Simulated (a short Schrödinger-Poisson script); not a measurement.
Structure: symmetric double-gate stack, SiO2 on p-type Si(100), at 300 K.

```
layer  material  thickness (nm)  Na (cm⁻³)
-----  --------  --------------  ---------
1          SiO2               2          -
2            Si               2       3e17
3          SiO2               2          -
```

Constants are typed, rounded textbook-type inputs, not results; the design itself was drawn at random and stands for no fabricated device. SiO2: permittivity 3.9, conduction-band edge (eV) 3.15, gap (eV) 9, electron mass (mₑ) 0.5. Si: permittivity 11.7, conduction-band edge (eV) 0, gap (eV) 1.124, Nv at 300 K (cm⁻³) 3.1e19.

Channel valleys (confinement mass, in-plane density-of-states mass, number): Δ2 0.916, 0.19, 2; Δ4 0.19, 0.417, 4. At the gates, both at one voltage, the conduction-band edge of layer 1 lies 3.43 eV − eVg above the Fermi level of the channel. Gaps are held at their typed values at every temperature. Mesh 0.03 nm at interfaces.

Solved with a short Schrödinger-Poisson script written for these runs: 1D Poisson equation in equilibrium, electrons quantum, Hartree (BenDaniel-Duke, 12 states a valley, the channel's in-plane mass for all, wave functions free to enter the dielectric), parabolic valleys, classical holes, full ionisation, no traps, pinning or gate leakage.

Only gate voltages with over 1e8 electrons/cm² are shown.

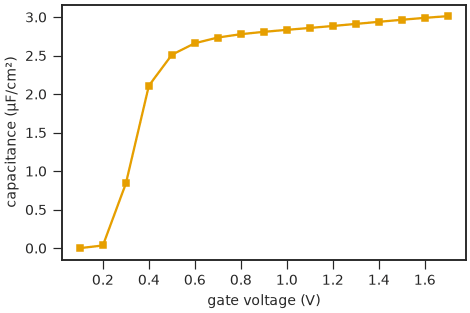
Figure: Quasi-static capacitance against gate voltage

| Vg (V) | electrons (cm⁻²) | C (μF/cm²) | Δ2 E0 (meV) | Δ2 E1 (meV) | Δ4 E0 (meV) | Δ4 E1 (meV) |
|---|---|---|---|---|---|---|
| 0.1 | 1.20e8 | < 0.003 | 270.1 | 529.7 | 436.7 | 1233.5 |
| 0.2 | 5.67e9 | 0.0354 | 170.4 | 430.0 | 337.0 | 1133.7 |
| 0.3 | 1.86e11 | 0.841 | 79.5 | 339.0 | 246.0 | 1042.5 |
| 0.4 | 1.16e12 | 2.11 | 29.1 | 287.4 | 195.1 | 990.0 |
| 0.5 | 2.63e12 | 2.51 | 3.2 | 259.9 | 168.5 | 961.2 |
| 0.6 | 4.25e12 | 2.66 | -14.9 | 240.1 | 149.7 | 939.9 |
| 0.7 | 5.93e12 | 2.73 | -29.6 | 223.6 | 134.2 | 921.8 |
| 0.8 | 7.66e12 | 2.78 | -42.6 | 208.8 | 120.4 | 905.4 |
| 0.9 | 9.40e12 | 2.81 | -54.5 | 195.1 | 107.7 | 890.0 |
| 1 | 1.12e13 | 2.83 | -65.6 | 182.1 | 95.8 | 875.5 |
| 1.1 | 1.29e13 | 2.86 | -75.9 | 170.0 | 84.7 | 861.7 |
| 1.2 | 1.47e13 | 2.88 | -85.6 | 158.5 | 74.2 | 848.6 |
| 1.3 | 1.65e13 | 2.91 | -94.5 | 147.8 | 64.5 | 836.3 |
| 1.4 | 1.84e13 | 2.94 | -102.6 | 137.8 | 55.6 | 824.7 |
| 1.5 | 2.02e13 | 2.97 | -110.0 | 128.7 | 47.5 | 813.9 |
| 1.6 | 2.21e13 | 2.99 | -116.6 | 120.3 | 40.0 | 803.9 |
| 1.7 | 2.39e13 | 3.01 | -122.6 | 112.5 | 33.3 | 794.5 |

Subbands count from the Fermi level. The capacitance is that of both gates.
